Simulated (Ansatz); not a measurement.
```xyz
6

Cl    2.0357    1.6295   -0.3940
Si   -0.8448   -0.6522   -0.6879
Si    0.2745    0.8837    0.3785
H     0.3772    0.8819    1.8656
H    -0.9143   -0.4827   -2.1690
H    -2.1934   -0.8680   -0.0801
```

Geometry: PBE0-D3(BJ)/def2-SVP.

Computed with isolated molecule in a Gaussian basis; Kohn-Sham density functional theory, functional PBE0 in Ansatz 0.2.0.

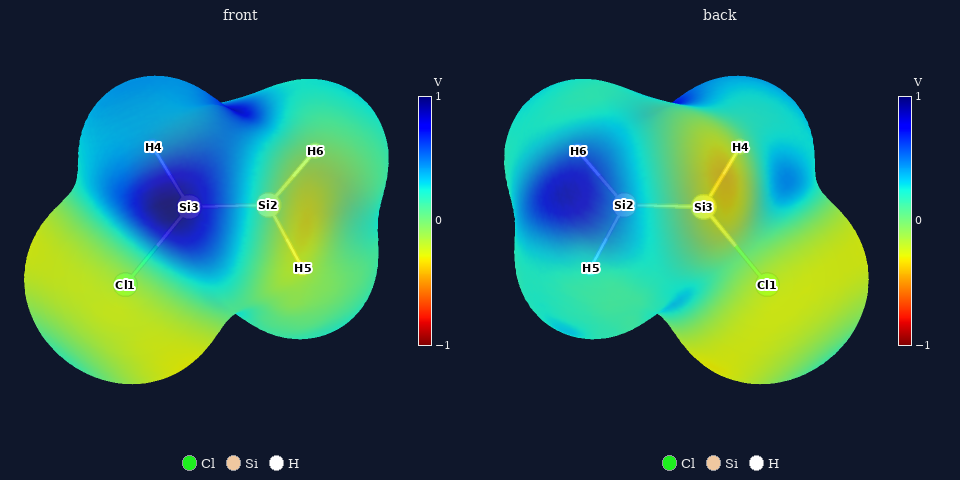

ClH3Si2 (SMILES [SiH2]=[SiH]Cl). The electrostatic potential painted on the density surface at 0.001 e/bohr³, seen from the front and from behind; red is negative and blue positive.

Question: Describe the electrostatic potential map.

Answer: The most negative region (about −0.3 V, or −7 kcal/mol for a unit charge) lies over Cl1, the most positive (about +0.9 V, or +21 kcal/mol for a unit charge) over Si3.

Question: What dipole moment does the calculation give?

Answer: Its dipole moment is 0.84 D.
